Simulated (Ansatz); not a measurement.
# TiC2: relaxing a made-up structure

Starting from a made-up structure for TiC2, the aim is the relaxed cell, its shortest contacts and, where a second run follows, its electronic structure.

Calculated with Ansatz 0.2.0; DFT, PBE, plane-wave PAW, files of the set soft_1, scalar-relativistic, no spin, cell and ions relaxed at zero pressure; PAW set soft_1, in the first sound run; inputs show where later runs differ.

## Step 1: The starting structure

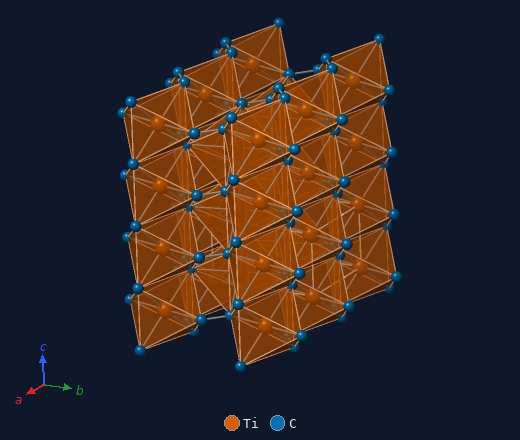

Start, viewed slightly off an axis; titanium orange, carbon blue. 2×1×3 cells are drawn. Some periodic images of atoms are drawn too.

## Step 2: Relaxation of the guess

The guessed cell has no reason to be at equilibrium. It is relaxed with the atoms, within the space group of the guess.

input.yaml reads:

```yaml
crystal:
  lattice:
    - [4.428, 0.0, 0.0]
    - [0.0, 5.352, 0.0]
    - [0.0, 0.0, 3.058]
  atoms:
    - { symbol: Ti, position: [0.0, 0.0, 0.0] }
    - { symbol: Ti, position: [0.5, 0.5, 0.5] }
    - { symbol: C, position: [0.878, 0.5873, 0.0] }
    - { symbol: C, position: [0.122, 0.4127, 0.0] }
    - { symbol: C, position: [0.622, 0.0873, 0.5] }
    - { symbol: C, position: [0.378, 0.9127, 0.5] }
kpoints:
  mp_grid: { grid: [6, 5, 9] }
scf:
  occupations: { method: fermi_dirac, width: 0.05 }
hamiltonian:
  xc: pbe
  pseudopotentials: { kind: paw, azcp: { folder: soft_1 } }
relax:
  f_tol: 0.015
  max_steps: 70
  cell: {}
output:
  forces: true
  stress: true
```

Started as:

```sh
ansatz run input.yaml --threads 4 --pin off --max-ram 10240MiB --backend cpu --events-out ev --progress --plain --runs-dir out
```

Numbers of over 12 decimals in the logs are rounded to 6 here.

What it wrote:

```text
Engine: ansatz 0.2.0, x86_64-unknown-linux-gnu
Pseudopotentials: kind: paw
Pseudopotential: Ti, paw, valence charge 12, recommended cutoff 420 eV (normal), soft_1/Ti.paw.azcp
Pseudopotential: C, paw, valence charge 4, recommended cutoff 420 eV (normal), soft_1/C.paw.azcp
Functional definition: PBE
  parameter kappa = 0.804
  parameter beta = 0.066725
  exchange = pbe_x(kappa = kappa, mu = beta*pi^2/3)
  correlation = pbe_c(beta = beta)
Crystal: 6 atoms, lattice volume = 72.470 Å³
Basis set: ecut = 420 eV, 1401 PW (Γ), exchange–correlation on 60×72×48 points (8 copies of the dense FFT grid, shifted against one another)
Bands: 26, of which v1, the nominal top of the filled ones, is band 20 counted from 1 (19 counted from 0)
Symmetry: 8 space group operations
Space group: Pnnm (ITA 58), of the structure as read, at distance tolerance 4.2e-5 Å
k-points: 60 of 270
Non-local potential: Ti, projectors of the file, l = 0: 3, l = 1: 2, l = 2: 3, l = 3: 1
Non-local potential: C, projectors of the file, l = 0: 2, l = 1: 2, l = 2: 1
PAW form: soft (Blöchl's): semilocal exchange-correlation on the pseudo side does not see the compensation charge
PAW one-centre angular grid: Ti, 590 points (default); XC on 64 Gauss nodes
PAW one-centre angular grid: C, 110 points (default); XC on 64 Gauss nodes
Initial density: superposition of atomic densities (chi_scale 0.1, normalization cell, long waves kept (reshape's long-wave potential 0.00 eV rms))
Initial wavefunctions: pseudopotential atomic-orbital guess
Functional: x = pbe(κ = 0.804, μ = 0.219515), c = pbe(β = 0.066725)
SCF iter   1: F=—  HF=-6000.644815 eV  |F-HF|=—  |Δ(HF+E_count)|=         —  Δρ=8.78e-2  dr2=6.83e0  ethr=3.10e-3  ⟨swp⟩=3.6  Hψ=5444  notcnv=0
preconditioner: auto → Kerker (q_TF=auto, 2.471 Å⁻¹)  [metal: Δε(μ)=0.021 eV  Ē_g=6.939 eV  σ=0.050 eV  W_gap=0.10  n_scr=16 (ndim 8)  ℏωp=21.4 eV  f_vac=0.000  D(μ)=3.52/eV (n_scr^D=34)]
SCF iter   2: F=—  HF=-5999.638676 eV  |F-HF|=—  |Δ(HF+E_count)|=    1.01e0  Δρ=4.04e-2  dr2=1.14e0  ethr=3.10e-3  ⟨swp⟩=2.0  Hψ=2944  notcnv=0  defer=3
SCF iter   3: F=—  HF=-5999.415584 eV  |F-HF|=—  |Δ(HF+E_count)|=   2.23e-1  Δρ=1.09e-2  dr2=7.41e-2  ethr=2.86e-3  ⟨swp⟩=2.0  Hψ=2452  notcnv=0  defer=3
SCF iter   4: F=—  HF=-5999.412717 eV  |F-HF|=—  |Δ(HF+E_count)|=   2.87e-3  Δρ=2.56e-3  dr2=4.91e-3  ethr=1.85e-4  ⟨swp⟩=2.7  Hψ=2815  notcnv=0
SCF iter   5: F=—  HF=-5999.413804 eV  |F-HF|=—  |Δ(HF+E_count)|=   1.09e-3  Δρ=8.69e-4  dr2=6.94e-4  ethr=1.23e-5  ⟨swp⟩=2.0  Hψ=2311  notcnv=0
SCF iter   6: F=—  HF=-5999.413836 eV  |F-HF|=—  |Δ(HF+E_count)|=   3.22e-5  Δρ=2.24e-4  dr2=2.46e-5  ethr=1.74e-6  ⟨swp⟩=2.1  Hψ=1999  notcnv=0
SCF iter   7: F=—  HF=-5999.414012 eV  |F-HF|=—  |Δ(HF+E_count)|=   1.76e-4  Δρ=5.31e-5  dr2=2.48e-6  ethr=6.14e-8  ⟨swp⟩=2.7  Hψ=2728  notcnv=0
SCF iter   8: F=—  HF=-5999.414013 eV  |F-HF|=—  |Δ(HF+E_count)|=   8.27e-7  Δρ=1.21e-5  dr2=1.12e-7  ethr=6.20e-9  ⟨swp⟩=2.2  Hψ=2150  notcnv=0
SCF iter   9: F=-5999.414013 eV  HF=-5999.414013 eV  |F-HF|=1.21e-9  |Δ(HF+E_count)|=   3.38e-8  Δρ=2.89e-6  dr2=5.84e-9  ethr=2.50e-10  ⟨swp⟩=4.0  Hψ=4787  notcnv=0
SCF 1 converged in 9 iterations: F = -5999.414013 eV  dr2 = 5.84e-9
  greatest PAW one-centre occupation: 0.999 electrons in one spin orbital (limit 2), on the Ti atom at site 1 (counted from 0), in its partial waves of l = 0
relax step   1: F+E_penalty+E_count = -5999.41401325 eV  Δ(F+E_penalty+E_count) = +0.000e0 eV  max|allowed force component| = 2.590e0 eV/Å  Δτ_max = 0.0000 Å  P = -20.228 GPa  Ω = 72.470 Å³  (9 SCF iters, dr2 threshold 1.00e-7 eV, accepted)
Crystal: 6 atoms, lattice volume = 66.469 Å³
Basis set: ecut = 420 eV, 1277 PW (Γ), exchange–correlation on 60×72×48 points (8 copies of the dense FFT grid, shifted against one another)
Initial density: handed on by an earlier stage of this run
Initial wavefunctions: those handed on with the density
iter 1 solved again at ethr=9.64e-4 eV; its pass at ethr=3.10e-3 eV (dr2=3.86e-1 eV) is discarded
SCF iter   1: F=—  HF=-6000.435320 eV  |F-HF|=—  |Δ(HF+E_count)|=         —  Δρ=2.19e-2  dr2=3.86e-1  ethr=9.64e-4  ⟨swp⟩=1.0  Hψ=9768  notcnv=0
preconditioner: auto → Kerker (q_TF=auto, 2.507 Å⁻¹)  [metal: Δε(μ)=0.007 eV  Ē_g=6.939 eV  σ=0.050 eV  W_gap=0.03  n_scr=16 (ndim 8)  ℏωp=22.3 eV  f_vac=0.000  D(μ)=4.15/eV (n_scr^D=42)]
SCF iter   2: F=—  HF=-6000.369161 eV  |F-HF|=—  |Δ(HF+E_count)|=   6.62e-2  Δρ=1.04e-2  dr2=7.64e-2  ethr=9.64e-4  ⟨swp⟩=2.4  Hψ=2199  notcnv=0
SCF iter   3: F=—  HF=-6000.350906 eV  |F-HF|=—  |Δ(HF+E_count)|=   1.83e-2  Δρ=1.92e-3  dr2=2.11e-3  ethr=1.91e-4  ⟨swp⟩=2.1  Hψ=2630  notcnv=0
SCF iter   4: F=—  HF=-6000.350994 eV  |F-HF|=—  |Δ(HF+E_count)|=   8.73e-5  Δρ=5.59e-4  dr2=2.15e-4  ethr=5.29e-6  ⟨swp⟩=2.1  Hψ=2139  notcnv=0
SCF iter   5: F=—  HF=-6000.351065 eV  |F-HF|=—  |Δ(HF+E_count)|=   7.15e-5  Δρ=1.36e-4  dr2=1.15e-5  ethr=5.37e-7  ⟨swp⟩=2.4  Hψ=2177  notcnv=0
SCF iter   6: F=—  HF=-6000.351070 eV  |F-HF|=—  |Δ(HF+E_count)|=   4.65e-6  Δρ=3.38e-5  dr2=9.49e-7  ethr=2.87e-8  ⟨swp⟩=2.0  Hψ=2242  notcnv=0
SCF iter   7: F=-6000.351070 eV  HF=-6000.351070 eV  |F-HF|=5.73e-9  |Δ(HF+E_count)|=   1.72e-7  Δρ=6.24e-6  dr2=2.04e-8  ethr=1.50e-9  ⟨swp⟩=4.0  Hψ=4880  notcnv=0
SCF 2 converged in 7 iterations: F = -6000.351070 eV  dr2 = 2.04e-8
relax step   2: F+E_penalty+E_count = -6000.35106993 eV  Δ(F+E_penalty+E_count) = -9.371e-1 eV  max|allowed force component| = 1.420e0 eV/Å  Δτ_max = 0.0551 Å  P = -6.486 GPa  Ω = 66.469 Å³  energy of the carried Pulay correction = +6.814e-3 eV  (7 SCF iters, dr2 threshold 6.00e-7 eV, accepted)
Crystal: 6 atoms, lattice volume = 64.627 Å³
Basis set: ecut = 420 eV, 1259 PW (Γ), exchange–correlation on 60×72×48 points (8 copies of the dense FFT grid, shifted against one another)
iter 1 solved again at ethr=2.84e-4 eV; its pass at ethr=3.10e-3 eV (dr2=1.13e-1 eV) is discarded
SCF iter   1: F=—  HF=-6000.766767 eV  |F-HF|=—  |Δ(HF+E_count)|=         —  Δρ=1.66e-2  dr2=1.16e-1  ethr=2.84e-4  ⟨swp⟩=1.5  Hψ=10251  notcnv=0
preconditioner: auto → Kerker (q_TF=auto, 2.519 Å⁻¹)  [metal: Δε(μ)=0.039 eV  Ē_g=7.186 eV  σ=0.050 eV  W_gap=0.19  n_scr=18 (ndim 8)  ℏωp=22.6 eV  f_vac=0.000  D(μ)=3.77/eV (n_scr^D=38)]
SCF iter   2: F=—  HF=-6000.750441 eV  |F-HF|=—  |Δ(HF+E_count)|=   1.63e-2  Δρ=9.09e-3  dr2=3.42e-2  ethr=2.84e-4  ⟨swp⟩=2.0  Hψ=1783  notcnv=0
SCF iter   3: F=—  HF=-6000.746304 eV  |F-HF|=—  |Δ(HF+E_count)|=   4.14e-3  Δρ=1.21e-3  dr2=5.87e-4  ethr=8.56e-5  ⟨swp⟩=2.0  Hψ=2616  notcnv=0
[...]
[... from here on, the SCF cycles and remarks between the steps are left out ...]
relax step   4: F+E_penalty+E_count = -6001.30244220 eV  Δ(F+E_penalty+E_count) = -5.559e-1 eV  max|allowed force component| = 1.192e0 eV/Å  Δτ_max = 0.1277 Å  P = -4.048 GPa  Ω = 63.528 Å³  energy of the carried Pulay correction = +1.037e-2 eV  (6 SCF iters, dr2 threshold 6.00e-7 eV, accepted)
relax step   5: F+E_penalty+E_count = -6001.73740600 eV  Δ(F+E_penalty+E_count) = -4.350e-1 eV  max|allowed force component| = 2.277e0 eV/Å  Δτ_max = 0.1391 Å  P = -7.585 GPa  Ω = 62.032 Å³  energy of the carried Pulay correction = +1.224e-2 eV  (6 SCF iters, dr2 threshold 6.00e-7 eV, accepted)
relax step   6: F+E_penalty+E_count = -6002.04777945 eV  Δ(F+E_penalty+E_count) = -3.104e-1 eV  max|allowed force component| = 3.336e-2 eV/Å  Δτ_max = 0.0998 Å  P = -2.239 GPa  Ω = 61.370 Å³  energy of the carried Pulay correction = +1.309e-2 eV  (6 SCF iters, dr2 threshold 6.00e-7 eV, accepted)
relax step   7: F+E_penalty+E_count = -6002.05537643 eV  Δ(F+E_penalty+E_count) = -7.597e-3 eV  max|allowed force component| = 4.965e-2 eV/Å  Δτ_max = 0.0019 Å  P = +1.044 GPa  Ω = 60.252 Å³  energy of the carried Pulay correction = +1.452e-2 eV  (6 SCF iters, dr2 threshold 6.00e-7 eV, accepted)
relax step   8: F+E_penalty+E_count = -6002.05646937 eV  Δ(F+E_penalty+E_count) = -1.093e-3 eV  max|allowed force component| = 1.972e-2 eV/Å  Δτ_max = 0.0016 Å  P = +0.256 GPa  Ω = 60.495 Å³  energy of the carried Pulay correction = +1.421e-2 eV  (6 SCF iters, dr2 threshold 6.00e-7 eV, accepted)
relax step   9: F+E_penalty+E_count = -6002.05645386 eV  Δ(F+E_penalty+E_count) = +1.551e-5 eV  max|allowed force component| = 1.038e-2 eV/Å  Δτ_max = 0.0016 Å  P = -0.087 GPa  Ω = 60.592 Å³  energy of the carried Pulay correction = +1.408e-2 eV  (6 SCF iters, dr2 threshold 5.51e-7 eV, accepted)
relax step  10: F+E_penalty+E_count = -6002.05655255 eV  Δ(F+E_penalty+E_count) = -9.868e-5 eV  max|allowed force component| = 5.253e-4 eV/Å  Δτ_max = 0.0009 Å  P = +0.006 GPa  Ω = 60.573 Å³  energy of the carried Pulay correction = +1.411e-2 eV  (6 SCF iters, dr2 threshold 1.99e-7 eV, accepted)
relax step  11: F+E_penalty+E_count = -6002.05229132 eV  Δ(F+E_penalty+E_count) = +4.261e-3 eV  max|allowed force component| = 2.194e-3 eV/Å  Δτ_max = 0.0000 Å  P = -0.043 GPa  Ω = 60.573 Å³  stress off target by 1.32e-1 GPa  SCF on the basis re-selected at this cell (its energy is not comparable with the rows above)  (6 SCF iters)
relax step  12: F+E_penalty+E_count = -6002.05232860 eV  Δ(F+E_penalty+E_count) = -3.728e-5 eV  max|allowed force component| = 6.928e-4 eV/Å  Δτ_max = 0.0002 Å  P = +0.003 GPa  Ω = 60.558 Å³  energy of the carried Pulay correction = +1.856e-5 eV  (6 SCF iters, dr2 threshold 4.38e-8 eV, accepted)
iter 1 solved again at ethr=6.17e-8 eV; its pass at ethr=3.10e-3 eV (dr2=2.47e-5 eV) is discarded
SCF iter   1: F=—  HF=-6002.052188 eV  |F-HF|=—  |Δ(HF+E_count)|=         —  Δρ=1.97e-5  dr2=9.12e-9  ethr=6.17e-8  ⟨swp⟩=4.0  Hψ=10139  notcnv=0
preconditioner: auto → Kerker (q_TF=auto, 2.546 Å⁻¹)  [metal: Δε(μ)=0.007 eV  Ē_g=7.536 eV  σ=0.050 eV  W_gap=0.04  n_scr=18 (ndim 8)  ℏωp=23.4 eV  f_vac=0.000  D(μ)=4.10/eV (n_scr^D=42)]
SCF iter   2: F=—  HF=-6002.052296 eV  |F-HF|=—  |Δ(HF+E_count)|=   1.07e-4  Δρ=9.85e-6  dr2=1.98e-9  ethr=2.28e-11  ⟨swp⟩=3.2  Hψ=3347  notcnv=0
SCF iter   3: F=—  HF=-6002.052296 eV  |F-HF|=—  |Δ(HF+E_count)|=   2.51e-7  Δρ=4.84e-6  dr2=5.46e-10  ethr=4.95e-12  ⟨swp⟩=1.1  Hψ=1564  notcnv=0
iter 4 did not close the SCF: its close was put off for the readings that it lacked (scf_convergence_deferred on its scf_iter line)
SCF iter   4: F=-6002.052296 eV  HF=-6002.052296 eV  |F-HF|=6.37e-12  |Δ(HF+E_count)|=   7.84e-8  Δρ=2.08e-7  dr2=1.09e-11  ethr=1.37e-12  ⟨swp⟩=2.4  Hψ=2338  notcnv=0
iter 5 did not close the SCF: its close was put off for the readings that it lacked (scf_convergence_deferred on its scf_iter line)
SCF iter   5: F=-6002.052296 eV  HF=-6002.052296 eV  |F-HF|=9.09e-13  |Δ(HF+E_count)|=  6.37e-12  Δρ=9.24e-8  dr2=1.78e-12  ethr=1.00e-12  ⟨swp⟩=1.0  Hψ=1560  notcnv=0
iter 6 did not close the SCF: its close was put off for the readings that it lacked (scf_convergence_deferred on its scf_iter line)
SCF iter   6: F=-6002.052296 eV  HF=-6002.052296 eV  |F-HF|=1.82e-12  |Δ(HF+E_count)|=  9.09e-13  Δρ=2.69e-8  dr2=1.58e-13  ethr=1.00e-12  ⟨swp⟩=1.0  Hψ=1560  notcnv=0
iter 7 did not close the SCF: its close was put off for the readings that it lacked (scf_convergence_deferred on its scf_iter line)
SCF iter   7: F=-6002.052296 eV  HF=-6002.052296 eV  |F-HF|=9.09e-13  |Δ(HF+E_count)|=    0.00e0  Δρ=1.10e-8  dr2=1.82e-14  ethr=1.00e-12  ⟨swp⟩=1.0  Hψ=1560  notcnv=0
SCF iter   8: F=-6002.052296 eV  HF=-6002.052296 eV  |F-HF|=0.00e0  |Δ(HF+E_count)|=    0.00e0  Δρ=3.82e-9  dr2=2.49e-15  ethr=1.00e-12  ⟨swp⟩=1.9  Hψ=3759  notcnv=0
SCF 13 converged in 8 iterations: F = -6002.052296 eV  dr2 = 2.49e-15
relax step  13: F+E_penalty+E_count = -6002.05229606 eV  Δ(F+E_penalty+E_count) = +3.255e-5 eV  max|allowed force component| = 7.211e-4 eV/Å  Δτ_max = 0.0000 Å  P = +0.002 GPa  Ω = 60.558 Å³  stress off target by 4.91e-3 GPa  SCF on the basis re-selected at this cell (its energy is not comparable with the rows above)  (8 SCF iters)
basis re-selected at this cell: Δ(F+E_penalty+E_count) = +3.255e-5 eV, ΔP = -0.000 GPa vs the last step (what re-selecting the basis moved, of the pressure what is left beyond the Pulay correction that the steps carried, after the strain that the cell walked since its last selection, with what the two solves' SCF thresholds leave and, on support functions, any second-order correction that the steps lacked; it is no m [...]
SCF converged after 8 iterations
Free energy (F): -6002.052296 eV
Harris-Foulkes:  -6002.052296 eV  (|F-HF|=0.00e0)
Internal energy: -6002.017967 eV  (E = F + TS)
E sigma→0 (E₀):  -6002.035132 eV
Entropy (-TS):   -0.034329 eV (-5.721 meV/atom)
Fermi energy:    12.288475 eV
--- Per-component energies (eV) ---
  E_band       = -290.855588
  E_kinetic    = 902.255142
  E_local      = -2106.392919  (includes V_loc(G=0)·N_el)
  E_nonlocal   = 215.423328
  E_hartree    = 796.898641
  E_xc         = -420.056127
  E_vxc        = -522.348826  (∫ρ·V_xc dr)
  E_paw        = -2481.290392  (= ΣΔE_a)
  E_vpaw       = -373.589510  (= ΣTr[D̂ρ^β])
  E_aug_tail   = -0.000085  (compensation charges beyond the density's cutoff)
  E_ewald      = -2908.855556
  E_smearing   = -0.034329  (= −TS)
  E_closure    = 0.000000  (closes the sum)
  Σ components = -6002.052296   (vs F -6002.052296, Δ=0.00e0)
--- Forces (eV/Å), atoms counted from 1 ---
  atom   1  Ti     0.00000000     0.00000000    -0.00000000
  atom   2  Ti     0.00000000     0.00000000     0.00000000
  atom   3  C     -0.00072106    -0.00000129     0.00000000
  atom   4  C      0.00072106     0.00000129    -0.00000000
  atom   5  C      0.00072106    -0.00000129    -0.00000000
  atom   6  C     -0.00072106     0.00000129     0.00000000
  max |Σ_I F_I| component: 3.47e-18 eV/Å
--- Stress (GPa, compression-positive) ---
        0.004913       0.000000       0.000000
        0.000000      -0.000510      -0.000000
        0.000000      -0.000000       0.003073
  P = ⅓ Tr σ = 0.0025 GPa (0.025 kbar)
--- Relaxed structure (11 steps of the walk, 11 accepted, 2 SCFs on fresh bases) ---
  F+E_penalty+E_count = -6002.05229606 eV   max|allowed force component| = 7.211e-4 eV/Å   (the final SCF, on the basis selected at the relaxed cell)
  cell:  # Å, volume = 60.5583 Å³
    - [4.409748, 0.0, 0.0]
    - [0.0, 4.370944, 0.0]
    - [0.0, 0.0, 3.141845]
  atoms:
    - { symbol: Ti, position: [-2.6117486840963605e-19, -1.0804207000353802e-18, 0.0] }
    - { symbol: Ti, position: [0.5, 0.500000, 0.5] }
    - { symbol: C, position: [0.847978, 0.500000, 0.0] }
    - { symbol: C, position: [0.152022, 0.500000, 0.0] }
    - { symbol: C, position: [0.652022, 3.3543583608829305e-8, 0.5] }
    - { symbol: C, position: [0.347978, 1.000000, 0.5] }
```

Run time: 18 s. Hardware: 4 threads of Intel Xeon Platinum 8488C (Sapphire Rapids), shared host; peak memory 0.48 GiB.

Step by step:

| step | energy less that of the first step (eV) | largest force component (eV/Å) | pressure (GPa) | volume (Å³) |
| --- | --- | --- | --- | --- |
| 1 | 0.0000 | 2.5902 | -20.23 | 72.47 |
| 2 | -0.9371 | 1.4202 | -6.49 | 66.47 |
| 3 | -1.3325 | 0.8356 | -0.79 | 64.63 |
| 4 | -1.8884 | 1.1925 | -4.05 | 63.53 |
| 5 | -2.3234 | 2.2770 | -7.58 | 62.03 |
| 6 | -2.6338 | 0.0334 | -2.24 | 61.37 |
| 7 | -2.6414 | 0.0496 | 1.04 | 60.25 |
| 8 | -2.6425 | 0.0197 | 0.26 | 60.49 |
| 9 | -2.6424 | 0.0104 | -0.09 | 60.59 |
| 10 | -2.6425 | 0.0005 | 0.01 | 60.57 |
| 11* | -2.6383 | 0.0022 | -0.04 | 60.57 |
| 12 | -2.6383 | 0.0007 | 0.00 | 60.56 |
| 13* | -2.6383 | 0.0007 | 0.00 | 60.56 |

Relaxation steps marked * repeat the geometry before them on a plane-wave basis chosen anew for their cell, so energy and pressure can jump there.

Forces are held to the 8 operations that the run works with; a distortion that breaks them can't arise in this run.

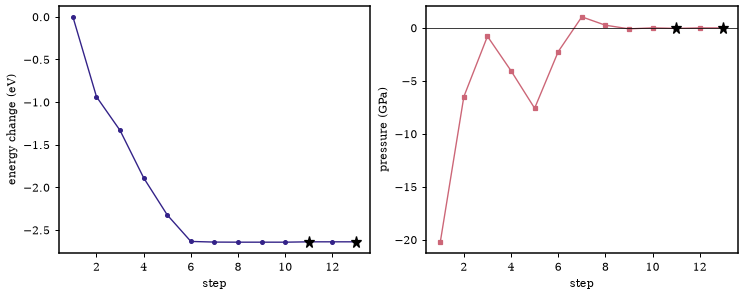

Energy and pressure along the relaxation. Stars mark steps on a basis chosen anew.

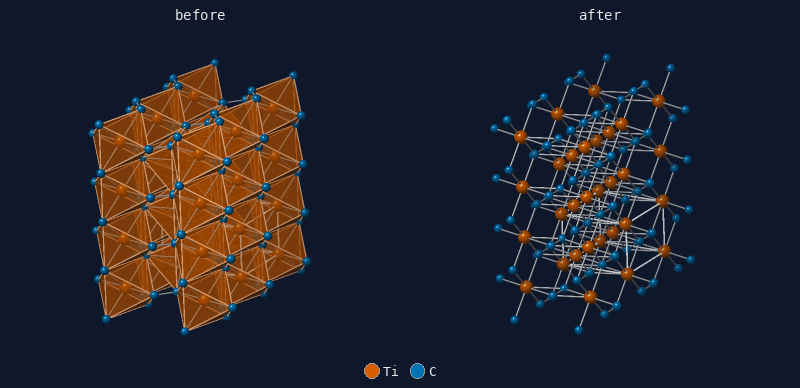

Before and after, at one scale.

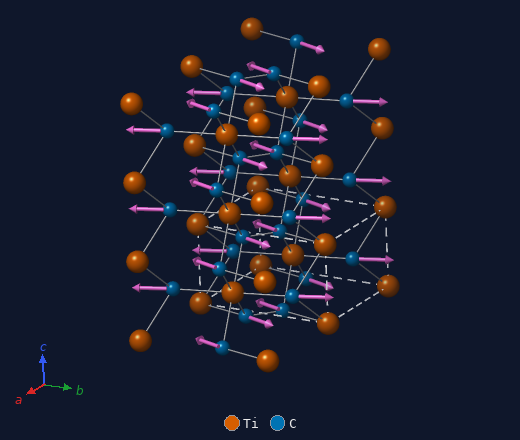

Displacements in the relaxation, exaggerated, measured against the changing cell; the longest in the cell stands for 0.40 Å. 2×1×3 cells are drawn. Some periodic images of atoms are drawn too.

| cell as run | before | after | change |
| --- | --- | --- | --- |
| a (Å) | 4.428 | 4.410 | -0.4 % |
| b (Å) | 5.352 | 4.371 | -18.3 % |
| c (Å) | 3.058 | 3.142 | +2.7 % |
| volume (Å³/atom) | 12.08 | 10.09 | -16.4 % |

The atoms that moved most (Å, as changes of fractional coordinates times the final cell):

```
atom      dx      dy     dz  length
  C5   0.132  -0.382  0.000   0.404
  C6  -0.132   0.382  0.000   0.404
  C3  -0.132  -0.382  0.000   0.404
  C4   0.132   0.382  0.000   0.404
```

Final coordinates:

```xyz
6
Lattice="4.4097 0.0000 0.0000 0.0000 4.3709 0.0000 0.0000 0.0000 3.1418" Properties=species:S:1:pos:R:3 pbc="T T T"
Ti    0.0000    0.0000    0.0000
Ti    2.2049    2.1855    1.5709
C     3.7394    2.1855    0.0000
C     0.6704    2.1855    0.0000
C     2.8753    0.0000    1.5709
C     1.5345    4.3709    1.5709
```

This step gave:

```
free energy             : -6002.0523 eV
energy at zero smearing : -6002.0351 eV
smearing term TS        : 0.03433 eV
Fermi energy            : 12.29 eV
electrons               : 40
symmetry operations     : 8
pressure                : 0.002492 GPa
```

Shortest distances by pair of elements, guess and relaxed (not always the same contact):

```
 pair  guess (Å)  relaxed (Å)
  C–C      1.428        1.341
 C–Ti      2.274        2.196
Ti–Ti      3.058        3.142
```

The relaxation ends with a largest force component of 7.2e-4 eV/Å and a pressure of 0.00 GPa.

[end of part 1 of 2]

[Logs are printed without paths, hosts, clocks, repeated set-up lines and the standing remarks that a program may print on its own settings, such as how far it seeks lower states.]

[Hosts, paths, dates, database ids (printed as entryN), source tags and the programs' standing remarks are cut or masked in the printed files.]
